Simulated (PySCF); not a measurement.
**Ir: dipole response in aug-cc-pwCVTZ-PP with ECP60**

Aim: the static polarisability and the C₆ coefficient of Ir, method by method.

The numbers are computed with PySCF 2.14.0 (unrestricted determinants in a Gaussian basis, no spin-orbit coupling in the energies), except any that are marked as measured or tabulated.

### 1 The atom as given

| Quantity | Value |
| --- | --- |
| Element | iridium (Z = 77) |
| Basis | aug-cc-pwCVTZ-PP with ECP60MDF |
| Hamiltonian | a scalar-relativistic core potential |
| State 1 | Ir: [Xe] 4f14 5d8 6s1, high-spin 4F determinant (an excited configuration) |
| Methods | UHF, PBE |

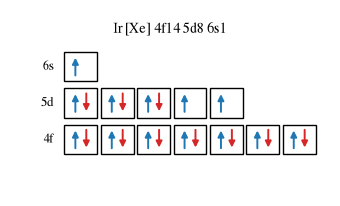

Outer shells as boxes.

One driver process ran all states and methods and kept the integrals in memory. Each run is shown as a PySCF script that sums up its settings (the driver passes frozen orbitals as a list and adds second-order terms of double hybrids); the logs are those of the runs themselves. The driver starts from symmetry-adapted Hartree-Fock orbitals, holds the occupation by maximum overlap and uses a logarithmic radial grid for functionals, so a plain start would take other cycles.

The driver's launch:

```sh
$ OMP_NUM_THREADS=1 python atomrun2.py TASK.json OUT
```

The integrals over 122 functions and the set-up took 2 s of CPU time.

### 2 Ir [Xe] 4f14 5d8 6s1: the ladder of methods

#### UHF

Contents of input.py:

```python
from pyscf import gto, scf, dft, mp, cc
import basis_set_exchange as bse
txt = bse.get_basis("aug-cc-pwCVTZ-PP", elements=["Ir"], fmt="nwchem", header=False)
cut = txt.index("\nECP")
mol = gto.M(atom="Ir 0 0 0", charge=0, spin=3, symmetry="D2h",
            basis=gto.basis.parse(txt[:cut]),
            ecp={"Ir": gto.basis.parse_ecp(txt[cut:])})
mf = scf.UHF(mol)
mf.irrep_nelec = {'Ag': (4, 1), 'B1g': (1, 1), 'B2g': (1, 1), 'B3g': (1, 1), 'B1u': (1, 1), 'B2u': (1, 1), 'B3u': (1, 1)}
mf.kernel()
```

Standard output:

```text
damping factor = 0
level_shift factor = 0
DIIS = <class 'pyscf.scf.diis.CDIIS'>
diis_start_cycle = 1
diis_space = 10
diis_damp = 0
SCF conv_tol = 1e-09
SCF conv_tol_grad = None
number electrons alpha = 10  beta = 7
cycle= 1 E= -103.617470469828  delta_E= -0.00645  |g|= 0.0307  |ddm|= 0.0365
cycle= 2 E= -103.617718713605  delta_E= -0.000248  |g|= 0.00693  |ddm|= 0.00825
cycle= 3 E= -103.617737299559  delta_E= -1.86e-05  |g|= 0.00148  |ddm|= 0.00405
cycle= 4 E= -103.617738790103  delta_E= -1.49e-06  |g|= 0.000669  |ddm|= 0.00129
cycle= 5 E= -103.617739423218  delta_E= -6.33e-07  |g|= 8.9e-05  |ddm|= 0.00137
cycle= 6 E= -103.617739436982  delta_E= -1.38e-08  |g|= 1.58e-05  |ddm|= 0.000214
cycle= 7 E= -103.617739437391  delta_E= -4.09e-10  |g|= 1.3e-06  |ddm|= 4.08e-05
converged SCF energy = -103.617739437391  <S^2> = 3.7537047  2S+1 = 4.0018519
```

It took 69 s on 1 thread of Neoverse-V2, shared host, the integrals not counted.

The occupied shells:

```tsv
shell	electrons	mean orbital energy (eV)	spread (eV)	rms radius (bohr)
5s α	1	-113.19	0	1.07
5s β	1	-110.43	0	1.07
5p α	3	-66.276	0	1.23
5p β	3	-62.527	0	1.23
5d α	5	-11.068	1.049	1.93
5d β	3	-9.202	0	1.93
6s α	1	-7.958	0	3.37
```

⟨S²⟩ = 3.754, ⟨L²⟩ = 12.05.

The driver then solved the coupled dipole response at imaginary frequencies: mean α = 57.06 bohr³, C₆ = 556.0 au for a like pair.

Energies and moments cover only the electrons outside the core potential. Spin-orbit coupling, absent here, splits the open shell strongly.

#### PBE

input.py, as changed from the run before:

```diff
@@ -7,3 +7,3 @@
             ecp={"Ir": gto.basis.parse_ecp(txt[cut:])})
-mf = scf.UHF(mol)
+mf = dft.UKS(mol, xc="PBE")
 mf.irrep_nelec = {'Ag': (4, 1), 'B1g': (1, 1), 'B2g': (1, 1), 'B3g': (1, 1), 'B1u': (1, 1), 'B2u': (1, 1), 'B3u': (1, 1)}
```

Standard output:

```text
damping factor = 0
level_shift factor = 0
DIIS = <class 'pyscf.scf.diis.CDIIS'>
diis_start_cycle = 1
diis_space = 10
diis_damp = 0
SCF conv_tol = 1e-09
SCF conv_tol_grad = None
number electrons alpha = 10  beta = 7
XC functionals = PBE
    J. P. Perdew, K. Burke, and M. Ernzerhof.,  Phys. Rev. Lett. 77, 3865 (1996)
    J. P. Perdew, K. Burke, and M. Ernzerhof.,  Phys. Rev. Lett. 78, 1396 (1997)
    J. P. Perdew, K. Burke, and M. Ernzerhof.,  Phys. Rev. Lett. 77, 3865 (1996)
    J. P. Perdew, K. Burke, and M. Ernzerhof.,  Phys. Rev. Lett. 78, 1396 (1997)
cycle= 1 E= -104.444668555098  delta_E= -0.0104  |g|= 0.0646  |ddm|= 0.219
cycle= 2 E= -104.442069752159  delta_E= 0.0026  |g|= 0.109  |ddm|= 0.127
cycle= 3 E= -104.446655456595  delta_E= -0.00459  |g|= 0.00619  |ddm|= 0.0672
cycle= 4 E= -104.446676014157  delta_E= -2.06e-05  |g|= 0.000346  |ddm|= 0.00619
cycle= 5 E= -104.446676070713  delta_E= -5.66e-08  |g|= 8e-06  |ddm|= 0.000327
cycle= 6 E= -104.446676070743  delta_E= -3.04e-11  |g|= 1.95e-07  |ddm|= 6.94e-06
converged SCF energy = -104.446676070743  <S^2> = 3.750854  2S+1 = 4.000427
```

It took 59 s on 1 thread of Neoverse-V2, shared host, the integrals not counted.

The driver then solved the coupled dipole response at imaginary frequencies: mean α = 43.02 bohr³, C₆ = 429.1 au for a like pair.

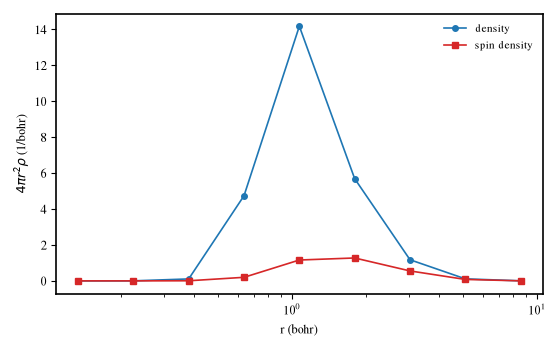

Radial density 4πr²ρ of Ir at UHF, the electrons outside the core potential, at 9 stored radii joined by straight lines.

### 3 Polarisabilities and C₆

Ir [Xe] 4f14 5d8 6s1, in atomic units:

```tsv
method	mean α	C₆ (like pair)	S(−4)
UHF	57.06	556.0	1923
PBE	43.02	429.1	777.9
```

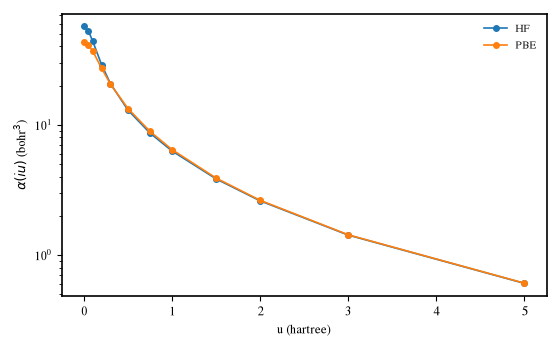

α(iu) of Ir [Xe] 4f14 5d8 6s1, the polarisability at imaginary frequency, on a logarithmic scale.

### 4 Outcome

```
                 quantity                             value
α of Ir [Xe] 4f14 5d8 6s1  43.02 (PBE) to 57.06 (UHF) bohr³
```

In words: A single London oscillator with the computed α and C₆ of Ir [Xe] 4f14 5d8 6s1 at UHF would have ω = 4 C₆ / (3 α²) = 0.228 hartree. All values hold for this basis alone; no basis-set limit was taken.
